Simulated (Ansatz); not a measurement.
# Run report: Si₂H₆ClO₂F₃, geometry relaxation (part 1 of 2)

The run: geometry relaxation of Si₂H₆ClO₂F₃. Method and program: RKS PBE0-D4/def2-TZVP (Ansatz 0.2.0).

The geometry is a transition state displaced along its imaginary mode. The reaction was set up to form Si1–O8, H7–F10 and O2–H9 and to break Si1–O2, H7–O8 and H9–F10 (atoms counted from 1 in the order of the input); sticks are drawn by distance alone. Figures and captions count atoms from 1; the log counts them from 0 in places.

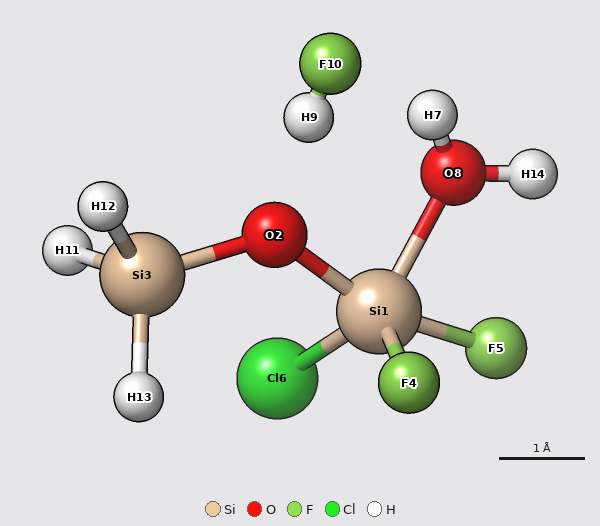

*The starting structure (ball-and-stick view, seen at a tilt; atoms are numbered from 1 in the order of the input).*

Bond lengths as drawn: Cl–Si 2.06 Å, F–H 0.71 Å, F–Si 1.59 to 1.65 Å, H–O 0.87 to 0.96 Å, H–Si 1.48 to 1.49 Å and O–Si 1.66 to 1.86 Å.

## Results in brief

```json
{"quantity": "outcome", "value": "converged"}
{"quantity": "total energy", "value": "−40612.3173 eV"}
{"quantity": "mean-field energy", "value": "−40611.9758 eV"}
{"quantity": "dispersion energy", "value": "−0.3416 eV"}
{"quantity": "SCF solution under orbital rotations", "value": "stable"}
{"quantity": "largest force (length of the vector) at the end", "value": "0.003 eV/Å"}
{"quantity": "dipole moment", "value": "1.67 D"}
{"quantity": "hardware", "value": "4 CPU threads, shared host"}
{"quantity": "wall time", "value": "96 s (CPU time 3.1 min)"}
{"quantity": "peak memory", "value": "0.97 GiB"}
```

## Input
```yaml
crystal:
  periodic: [false, false, false]
  atoms:
    - {symbol: Si, position_ang: [-0.312036, 0.587094, 1.035950]}
    - {symbol: O, position_ang: [-0.054855, -0.118135, -0.470048]}
    - {symbol: Si, position_ang: [-1.097796, -0.177897, -1.758709]}
    - {symbol: F, position_ang: [-0.050908, 2.084165, 0.566569]}
    - {symbol: F, position_ang: [-0.213889, 0.953210, 2.641897]}
    - {symbol: Cl, position_ang: [-2.231853, -0.144481, 1.230249]}
    - {symbol: H, position_ang: [1.792042, -0.630173, 0.907198]}
    - {symbol: O, position_ang: [1.236259, -0.328775, 1.510270]}
    - {symbol: H, position_ang: [1.385065, -0.634936, -0.752623]}
    - {symbol: F, position_ang: [2.049798, -0.886427, -0.784180]}
    - {symbol: H, position_ang: [-1.957506, -1.386353, -1.696735]}
    - {symbol: H, position_ang: [-0.252732, -0.260332, -2.982258]}
    - {symbol: H, position_ang: [-1.927513, 1.048939, -1.803791]}
    - {symbol: H, position_ang: [1.635926, -0.105901, 2.356511]}
basis:
  gaussian: {orbitals: def2-TZVP}
hamiltonian: {xc: pbe0, dispersion: d4}
relax: {f_tol: 0.005, max_steps: 200}
```

Command:
```bash
ansatz run in.yaml --threads 4 --pin off --events-out ev --progress --plain --max-ram 66560MiB --backend cuda --devices 0, --max-vram 37GiB
```

## Output
```
Functional definition: PBE0
  name "PBE0"
  cite "Adamo & Barone, J. Chem. Phys. 110, 6158 (1999) doi:10.1063/1.478522"
  cite "Perdew, Burke & Ernzerhof, Phys. Rev. Lett. 77, 3865 (1996) doi:10.1103/PhysRevLett.77.3865"
  parent pbe
  parameter a = 0.25
  parameter kappa = 0.804
  parameter beta = 0.06672455060314922
  exchange = (1 - a)*pbe_x(kappa = kappa, mu = beta*pi^2/3) + a*exact_x
  correlation = pbe_c(beta = beta)
1838 factors; their error is unknown
mean field evaluation 1: about -40598.4553 eV, gradient 8.4e1 eV
mean field evaluation 2: about -40588.8278 eV, gradient 1.1e2 eV
mean field evaluation 4: about -40608.1661 eV, gradient 4.6e0 eV
mean field evaluation 8: about -40608.1958 eV, gradient 9.3e-2 eV
mean field evaluation 16: about -40608.3381 eV, gradient 1.2e-4 eV
mean field -40608.33812393 eV, -1492.3289007343 hartree, gradient 4.5e-5 eV, S^2 0.000000; 0 other end points of the search recorded, 0 dependent functions left out
the calculation of the forces begins
reference -40608.33815722 eV, -1492.3289019576 hartree; 47, 47 occupied and 255, 255 virtual orbitals, 1838 factors
relax step   1: F+E_penalty+E_count = -40608.68768199 eV  Δ(F+E_penalty+E_count) = +0.000e0 eV  max|allowed force component| = 2.878e1 eV/Å  Δτ_max = 0.0000 Å  (29 SCF iters, accepted)
these checks for a lower state are left out or cut short: starts, cluster_reference, orbital_swaps, neighbouring_geometries, increment
1838 factors; their error is unknown
mean field -40611.46947557 eV, -1492.4439757846 hartree, gradient 1.4e-5 eV, S^2 0.000000; 0 other end points of the search recorded, 0 dependent functions left out
the calculation of the forces begins
reference -40611.46950900 eV, -1492.4439770130 hartree; 47, 47 occupied and 255, 255 virtual orbitals, 1838 factors
relax step   2: F+E_penalty+E_count = -40611.81473106 eV  Δ(F+E_penalty+E_count) = -3.127e0 eV  max|allowed force component| = 1.051e0 eV/Å  Δτ_max = 0.1934 Å  (38 SCF iters, accepted)
[... from here on the SCF iterations and repeated set-up lines of each step are left out, up to the last step ...]
relax step   3: F+E_penalty+E_count = -40611.87742201 eV  Δ(F+E_penalty+E_count) = -6.269e-2 eV  max|allowed force component| = 6.367e-1 eV/Å  Δτ_max = 0.0581 Å  (31 SCF iters, accepted)
relax step   4: F+E_penalty+E_count = -40611.90036865 eV  Δ(F+E_penalty+E_count) = -2.295e-2 eV  max|allowed force component| = 2.489e-1 eV/Å  Δτ_max = 0.0466 Å  (32 SCF iters, accepted)
relax step   5: F+E_penalty+E_count = -40611.91245486 eV  Δ(F+E_penalty+E_count) = -1.209e-2 eV  max|allowed force component| = 1.241e-1 eV/Å  Δτ_max = 0.0451 Å  (31 SCF iters, accepted)
relax step   6: F+E_penalty+E_count = -40611.92027006 eV  Δ(F+E_penalty+E_count) = -7.815e-3 eV  max|allowed force component| = 1.259e-1 eV/Å  Δτ_max = 0.0564 Å  (31 SCF iters, accepted)
relax step   7: F+E_penalty+E_count = -40611.92444330 eV  Δ(F+E_penalty+E_count) = -4.173e-3 eV  max|allowed force component| = 1.593e-1 eV/Å  Δτ_max = 0.0770 Å  (30 SCF iters, accepted)
relax step   8: F+E_penalty+E_count = -40611.93289099 eV  Δ(F+E_penalty+E_count) = -8.448e-3 eV  max|allowed force component| = 2.784e-1 eV/Å  Δτ_max = 0.1327 Å  (31 SCF iters, accepted)
relax step   9: F+E_penalty+E_count = -40611.94359198 eV  Δ(F+E_penalty+E_count) = -1.070e-2 eV  max|allowed force component| = 4.682e-1 eV/Å  Δτ_max = 0.1950 Å  (29 SCF iters, accepted)
relax step  10: F+E_penalty+E_count = -40611.95715361 eV  Δ(F+E_penalty+E_count) = -1.356e-2 eV  max|allowed force component| = 7.136e-1 eV/Å  Δτ_max = 0.1623 Å  (31 SCF iters, accepted)
relax step  11: F+E_penalty+E_count = -40611.97949996 eV  Δ(F+E_penalty+E_count) = -2.235e-2 eV  max|allowed force component| = 8.021e-1 eV/Å  Δτ_max = 0.1229 Å  (31 SCF iters, accepted)
relax step  12: F+E_penalty+E_count = -40612.02323759 eV  Δ(F+E_penalty+E_count) = -4.374e-2 eV  max|allowed force component| = 9.872e-1 eV/Å  Δτ_max = 0.1943 Å  (31 SCF iters, accepted)
relax step  13: F+E_penalty+E_count = -40612.11600642 eV  Δ(F+E_penalty+E_count) = -9.277e-2 eV  max|allowed force component| = 9.090e-1 eV/Å  Δτ_max = 0.1998 Å  (30 SCF iters, accepted)
relax step  14: F+E_penalty+E_count = -40612.15591817 eV  Δ(F+E_penalty+E_count) = -3.991e-2 eV  max|allowed force component| = 9.197e-1 eV/Å  Δτ_max = 0.1951 Å  (31 SCF iters, accepted)
relax step  15: F+E_penalty+E_count = -40612.20268851 eV  Δ(F+E_penalty+E_count) = -4.677e-2 eV  max|allowed force component| = 4.454e-1 eV/Å  Δτ_max = 0.2000 Å  (29 SCF iters, accepted)
relax step  16: F+E_penalty+E_count = -40612.22036485 eV  Δ(F+E_penalty+E_count) = -1.768e-2 eV  max|allowed force component| = 4.115e-1 eV/Å  Δτ_max = 0.0903 Å  (30 SCF iters, accepted)
relax step  17: F+E_penalty+E_count = -40612.22308281 eV  Δ(F+E_penalty+E_count) = -2.718e-3 eV  max|allowed force component| = 5.716e-1 eV/Å  Δτ_max = 0.1201 Å  (29 SCF iters, accepted)
relax step  18: F+E_penalty+E_count = -40612.23617868 eV  Δ(F+E_penalty+E_count) = -1.310e-2 eV  max|allowed force component| = 7.393e-2 eV/Å  Δτ_max = 0.0514 Å  (31 SCF iters, accepted)
relax step  19: F+E_penalty+E_count = -40612.23862156 eV  Δ(F+E_penalty+E_count) = -2.443e-3 eV  max|allowed force component| = 6.952e-2 eV/Å  Δτ_max = 0.0567 Å  (32 SCF iters, accepted)
relax step  20: F+E_penalty+E_count = -40612.24171757 eV  Δ(F+E_penalty+E_count) = -3.096e-3 eV  max|allowed force component| = 8.309e-2 eV/Å  Δτ_max = 0.0413 Å  (31 SCF iters, accepted)
relax step  21: F+E_penalty+E_count = -40612.24327681 eV  Δ(F+E_penalty+E_count) = -1.559e-3 eV  max|allowed force component| = 1.382e-1 eV/Å  Δτ_max = 0.0354 Å  (31 SCF iters, accepted)
relax step  22: F+E_penalty+E_count = -40612.24444686 eV  Δ(F+E_penalty+E_count) = -1.170e-3 eV  max|allowed force component| = 8.551e-2 eV/Å  Δτ_max = 0.0300 Å  (31 SCF iters, accepted)
relax step  23: F+E_penalty+E_count = -40612.24522533 eV  Δ(F+E_penalty+E_count) = -7.785e-4 eV  max|allowed force component| = 3.460e-2 eV/Å  Δτ_max = 0.0403 Å  (31 SCF iters, accepted)
relax step  24: F+E_penalty+E_count = -40612.24570032 eV  Δ(F+E_penalty+E_count) = -4.750e-4 eV  max|allowed force component| = 4.720e-2 eV/Å  Δτ_max = 0.0303 Å  (31 SCF iters, accepted)
relax step  25: F+E_penalty+E_count = -40612.24650036 eV  Δ(F+E_penalty+E_count) = -8.000e-4 eV  max|allowed force component| = 7.802e-2 eV/Å  Δτ_max = 0.0681 Å  (31 SCF iters, accepted)
relax step  26: F+E_penalty+E_count = -40612.24725810 eV  Δ(F+E_penalty+E_count) = -7.577e-4 eV  max|allowed force component| = 1.971e-1 eV/Å  Δτ_max = 0.1031 Å  (30 SCF iters, accepted)
relax step  27: F+E_penalty+E_count = -40612.24838221 eV  Δ(F+E_penalty+E_count) = -1.124e-3 eV  max|allowed force component| = 2.112e-1 eV/Å  Δτ_max = 0.0350 Å  (31 SCF iters, accepted)
relax step  28: F+E_penalty+E_count = -40612.25662963 eV  Δ(F+E_penalty+E_count) = -8.247e-3 eV  max|allowed force component| = 3.891e-1 eV/Å  Δτ_max = 0.1953 Å  (30 SCF iters, accepted)
relax step  29: F+E_penalty+E_count = -40612.25691070 eV  Δ(F+E_penalty+E_count) = -2.811e-4 eV  max|allowed force component| = 8.964e-1 eV/Å  Δτ_max = 0.1929 Å  (31 SCF iters, accepted)
relax step  30: F+E_penalty+E_count = -40612.26411036 eV  Δ(F+E_penalty+E_count) = -7.200e-3 eV  max|allowed force component| = 5.625e-1 eV/Å  Δτ_max = 0.1074 Å  (31 SCF iters, accepted)
relax step  31: F+E_penalty+E_count = -40612.27141533 eV  Δ(F+E_penalty+E_count) = -7.305e-3 eV  max|allowed force component| = 4.956e-1 eV/Å  Δτ_max = 0.0337 Å  (31 SCF iters, accepted)
relax step  32: F+E_penalty+E_count = -40612.28300180 eV  Δ(F+E_penalty+E_count) = -1.159e-2 eV  max|allowed force component| = 2.673e-1 eV/Å  Δτ_max = 0.2000 Å  (30 SCF iters, accepted)
relax step  33: F+E_penalty+E_count = -40612.27139468 eV  Δ(F+E_penalty+E_count) = +1.161e-2 eV  max|allowed force component| = 5.683e-1 eV/Å  Δτ_max = 0.1195 Å  (30 SCF iters, rejected (line search))
relax step  34: F+E_penalty+E_count = -40612.29562312 eV  Δ(F+E_penalty+E_count) = -1.262e-2 eV  max|allowed force component| = 1.411e-1 eV/Å  Δτ_max = 0.0582 Å  (31 SCF iters, accepted)
relax step  35: F+E_penalty+E_count = -40612.29998440 eV  Δ(F+E_penalty+E_count) = -4.361e-3 eV  max|allowed force component| = 1.195e-1 eV/Å  Δτ_max = 0.1000 Å  (30 SCF iters, accepted)
relax step  36: F+E_penalty+E_count = -40612.30174954 eV  Δ(F+E_penalty+E_count) = -1.765e-3 eV  max|allowed force component| = 6.673e-2 eV/Å  Δτ_max = 0.0365 Å  (31 SCF iters, accepted)
relax step  37: F+E_penalty+E_count = -40612.30221993 eV  Δ(F+E_penalty+E_count) = -4.704e-4 eV  max|allowed force component| = 4.371e-2 eV/Å  Δτ_max = 0.0308 Å  (31 SCF iters, accepted)
relax step  38: F+E_penalty+E_count = -40612.30277485 eV  Δ(F+E_penalty+E_count) = -5.549e-4 eV  max|allowed force component| = 7.933e-2 eV/Å  Δτ_max = 0.0530 Å  (31 SCF iters, accepted)
relax step  39: F+E_penalty+E_count = -40612.30311947 eV  Δ(F+E_penalty+E_count) = -3.446e-4 eV  max|allowed force component| = 8.717e-2 eV/Å  Δτ_max = 0.0500 Å  (31 SCF iters, accepted)
relax step  40: F+E_penalty+E_count = -40612.30349312 eV  Δ(F+E_penalty+E_count) = -3.736e-4 eV  max|allowed force component| = 6.870e-2 eV/Å  Δτ_max = 0.0461 Å  (31 SCF iters, accepted)
relax step  41: F+E_penalty+E_count = -40612.30385887 eV  Δ(F+E_penalty+E_count) = -3.658e-4 eV  max|allowed force component| = 6.700e-2 eV/Å  Δτ_max = 0.0607 Å  (30 SCF iters, accepted)
relax step  42: F+E_penalty+E_count = -40612.30403954 eV  Δ(F+E_penalty+E_count) = -1.807e-4 eV  max|allowed force component| = 8.737e-2 eV/Å  Δτ_max = 0.0453 Å  (31 SCF iters, accepted)
relax step  43: F+E_penalty+E_count = -40612.30413956 eV  Δ(F+E_penalty+E_count) = -1.000e-4 eV  max|allowed force component| = 9.062e-2 eV/Å  Δτ_max = 0.0343 Å  (31 SCF iters, accepted)
relax step  44: F+E_penalty+E_count = -40612.30436011 eV  Δ(F+E_penalty+E_count) = -2.206e-4 eV  max|allowed force component| = 4.618e-2 eV/Å  Δτ_max = 0.0084 Å  (32 SCF iters, accepted)
relax step  45: F+E_penalty+E_count = -40612.30453773 eV  Δ(F+E_penalty+E_count) = -1.776e-4 eV  max|allowed force component| = 2.806e-2 eV/Å  Δτ_max = 0.0196 Å  (32 SCF iters, accepted)
relax step  46: F+E_penalty+E_count = -40612.30475261 eV  Δ(F+E_penalty+E_count) = -2.149e-4 eV  max|allowed force component| = 4.202e-2 eV/Å  Δτ_max = 0.0494 Å  (30 SCF iters, accepted)
relax step  47: F+E_penalty+E_count = -40612.30490303 eV  Δ(F+E_penalty+E_count) = -1.504e-4 eV  max|allowed force component| = 4.145e-2 eV/Å  Δτ_max = 0.0460 Å  (30 SCF iters, accepted)
relax step  48: F+E_penalty+E_count = -40612.30501151 eV  Δ(F+E_penalty+E_count) = -1.085e-4 eV  max|allowed force component| = 4.287e-2 eV/Å  Δτ_max = 0.0154 Å  (33 SCF iters, accepted)
relax step  49: F+E_penalty+E_count = -40612.30516452 eV  Δ(F+E_penalty+E_count) = -1.530e-4 eV  max|allowed force component| = 5.015e-2 eV/Å  Δτ_max = 0.0426 Å  (31 SCF iters, accepted)
relax step  50: F+E_penalty+E_count = -40612.30528043 eV  Δ(F+E_penalty+E_count) = -1.159e-4 eV  max|allowed force component| = 4.829e-2 eV/Å  Δτ_max = 0.0433 Å  (31 SCF iters, accepted)
relax step  51: F+E_penalty+E_count = -40612.30548107 eV  Δ(F+E_penalty+E_count) = -2.006e-4 eV  max|allowed force component| = 6.726e-2 eV/Å  Δτ_max = 0.0426 Å  (31 SCF iters, accepted)
relax step  52: F+E_penalty+E_count = -40612.30564254 eV  Δ(F+E_penalty+E_count) = -1.615e-4 eV  max|allowed force component| = 8.586e-2 eV/Å  Δτ_max = 0.0698 Å  (31 SCF iters, accepted)
relax step  53: F+E_penalty+E_count = -40612.30590445 eV  Δ(F+E_penalty+E_count) = -2.619e-4 eV  max|allowed force component| = 1.083e-1 eV/Å  Δτ_max = 0.0329 Å  (32 SCF iters, accepted)
relax step  54: F+E_penalty+E_count = -40612.30634694 eV  Δ(F+E_penalty+E_count) = -4.425e-4 eV  max|allowed force component| = 1.130e-1 eV/Å  Δτ_max = 0.0257 Å  (31 SCF iters, accepted)
relax step  55: F+E_penalty+E_count = -40612.30807117 eV  Δ(F+E_penalty+E_count) = -1.724e-3 eV  max|allowed force component| = 1.704e-1 eV/Å  Δτ_max = 0.1379 Å  (30 SCF iters, accepted)
relax step  56: F+E_penalty+E_count = -40612.30684584 eV  Δ(F+E_penalty+E_count) = +1.225e-3 eV  max|allowed force component| = 3.644e-1 eV/Å  Δτ_max = 0.1933 Å  (30 SCF iters, rejected (line search))
relax step  57: F+E_penalty+E_count = -40612.30932027 eV  Δ(F+E_penalty+E_count) = -1.249e-3 eV  max|allowed force component| = 1.145e-1 eV/Å  Δτ_max = 0.0939 Å  (30 SCF iters, accepted)
relax step  58: F+E_penalty+E_count = -40612.31009230 eV  Δ(F+E_penalty+E_count) = -7.720e-4 eV  max|allowed force component| = 1.609e-1 eV/Å  Δτ_max = 0.0969 Å  (31 SCF iters, accepted)
relax step  59: F+E_penalty+E_count = -40612.31016478 eV  Δ(F+E_penalty+E_count) = -7.248e-5 eV  max|allowed force component| = 2.410e-1 eV/Å  Δτ_max = 0.0770 Å  (30 SCF iters, accepted)
relax step  60: F+E_penalty+E_count = -40612.31139122 eV  Δ(F+E_penalty+E_count) = -1.226e-3 eV  max|allowed force component| = 1.144e-1 eV/Å  Δτ_max = 0.0338 Å  (32 SCF iters, accepted)
relax step  61: F+E_penalty+E_count = -40612.31246419 eV  Δ(F+E_penalty+E_count) = -1.073e-3 eV  max|allowed force component| = 6.430e-2 eV/Å  Δτ_max = 0.0810 Å  (31 SCF iters, accepted)
relax step  62: F+E_penalty+E_count = -40612.31388586 eV  Δ(F+E_penalty+E_count) = -1.422e-3 eV  max|allowed force component| = 5.077e-2 eV/Å  Δτ_max = 0.0225 Å  (31 SCF iters, accepted)
relax step  63: F+E_penalty+E_count = -40612.31498770 eV  Δ(F+E_penalty+E_count) = -1.102e-3 eV  max|allowed force component| = 7.165e-2 eV/Å  Δτ_max = 0.1202 Å  (30 SCF iters, accepted)
relax step  64: F+E_penalty+E_count = -40612.31587119 eV  Δ(F+E_penalty+E_count) = -8.835e-4 eV  max|allowed force component| = 4.415e-2 eV/Å  Δτ_max = 0.0182 Å  (31 SCF iters, accepted)
relax step  65: F+E_penalty+E_count = -40612.31673838 eV  Δ(F+E_penalty+E_count) = -8.672e-4 eV  max|allowed force component| = 3.465e-2 eV/Å  Δτ_max = 0.0538 Å  (31 SCF iters, accepted)
relax step  66: F+E_penalty+E_count = -40612.31698303 eV  Δ(F+E_penalty+E_count) = -2.446e-4 eV  max|allowed force component| = 5.106e-2 eV/Å  Δτ_max = 0.0634 Å  (31 SCF iters, accepted)
relax step  67: F+E_penalty+E_count = -40612.31697641 eV  Δ(F+E_penalty+E_count) = +6.618e-6 eV  max|allowed force component| = 5.020e-2 eV/Å  Δτ_max = 0.0266 Å  (31 SCF iters, rejected (line search))
relax step  68: F+E_penalty+E_count = -40612.31718166 eV  Δ(F+E_penalty+E_count) = -1.986e-4 eV  max|allowed force component| = 1.894e-2 eV/Å  Δτ_max = 0.0107 Å  (32 SCF iters, accepted)
relax step  69: F+E_penalty+E_count = -40612.31717266 eV  Δ(F+E_penalty+E_count) = +9.005e-6 eV  max|allowed force component| = 2.979e-2 eV/Å  Δτ_max = 0.0106 Å  (32 SCF iters, rejected (line search))
relax step  70: F+E_penalty+E_count = -40612.31723877 eV  Δ(F+E_penalty+E_count) = -5.710e-5 eV  max|allowed force component| = 7.307e-3 eV/Å  Δτ_max = 0.0053 Å  (33 SCF iters, accepted)
relax step  71: F+E_penalty+E_count = -40612.31727465 eV  Δ(F+E_penalty+E_count) = -3.589e-5 eV  max|allowed force component| = 5.002e-3 eV/Å  Δτ_max = 0.0147 Å  (33 SCF iters, accepted)
these checks for a lower state are left out or cut short: starts, cluster_reference, orbital_swaps, neighbouring_geometries, increment
1838 factors; their error is unknown
mean field evaluation 512: about -40611.9756 eV, gradient 3.6e-1 eV
mean field -40611.97572706 eV, -1492.4625801837 hartree, gradient 1.4e-5 eV, S^2 0.000000; 0 other end points of the search recorded, 0 dependent functions left out
the calculation of the forces begins
reference -40611.97576284 eV, -1492.4625814984 hartree; 47, 47 occupied and 255, 255 virtual orbitals, 1838 factors
relax step  72: F+E_penalty+E_count = -40612.31728156 eV  Δ(F+E_penalty+E_count) = -6.905e-6 eV  max|allowed force component| = 2.639e-3 eV/Å  Δτ_max = 0.0055 Å  (33 SCF iters, accepted)
```

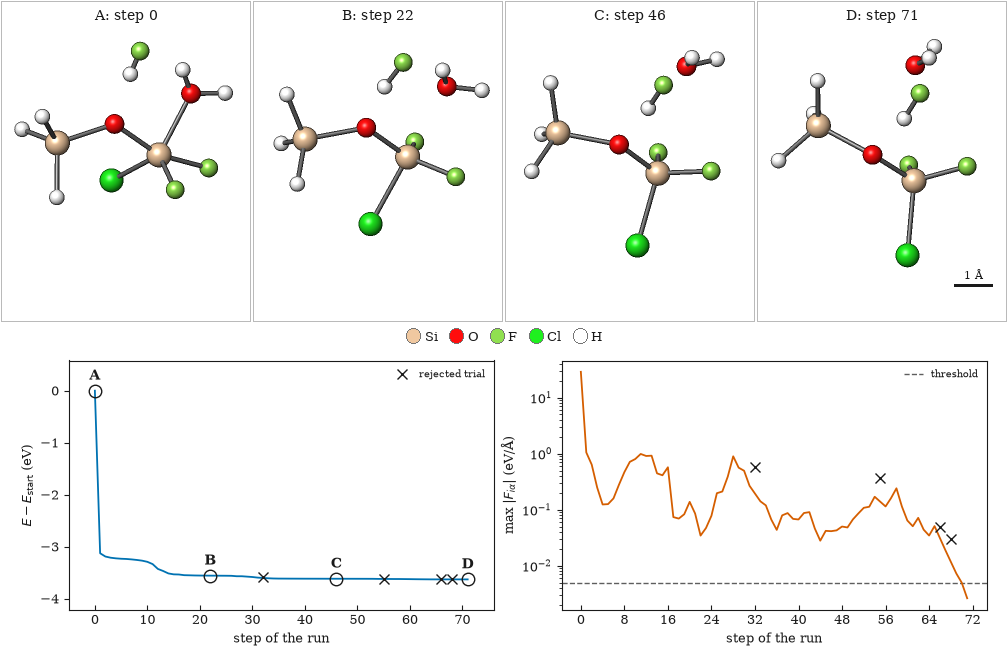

*Frames of the relaxation (ball-and-stick view, seen at a tilt) above the curves, on which the letters mark them (the first geometry is step 0 here and step 1 in the log).*

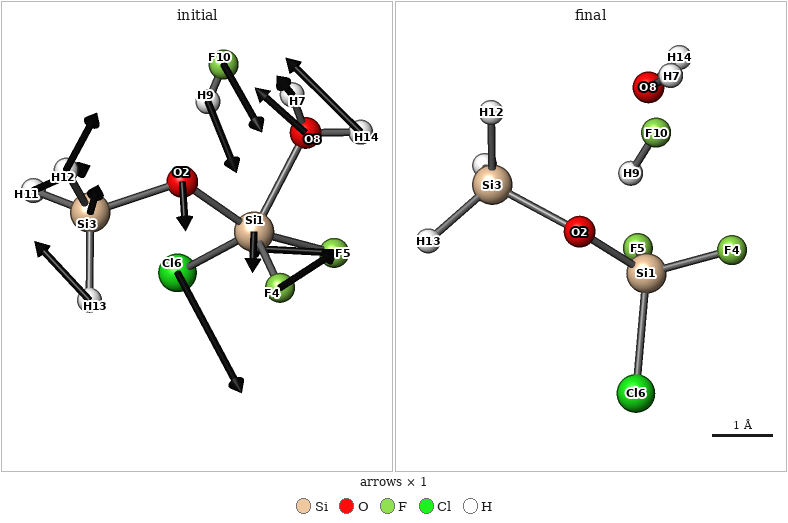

*Before (left) and after (right) the relaxation, at one scale (ball-and-stick view, seen at a tilt). The black arrows give the displacements, at true length.*

The largest move after the best rigid fit is that of Cl6, 2.80 Å. Largest moves by element: Cl 2.80 Å, H 1.80 Å, F 1.66 Å, O 1.14 Å, Si 0.70 Å. Among the contacts that change: Si1–O8 1.860 → 3.105 Å, H9–F10 0.711 → 0.935 Å, H7–O8 0.874 → 0.964 Å, Si1–F5 1.650 → 1.571 Å. Bonds break: Si1–O8 (1.86 → 3.10 Å). Among the angles that change: O2–Si1–F5 162.7° → 112.1°, F4–Si1–F5 93.9° → 109.6°, O2–Si1–Cl6 94.5° → 110.0°. After 71 geometry steps the energy has fallen by 3.630 eV. The largest force component goes from 29 to 0.0026 eV/Å. The line search rejected the trial steps at points 32, 55, 66, 68 (counted from 0) and went back. (Atoms are counted from 1 in the order of the input.)
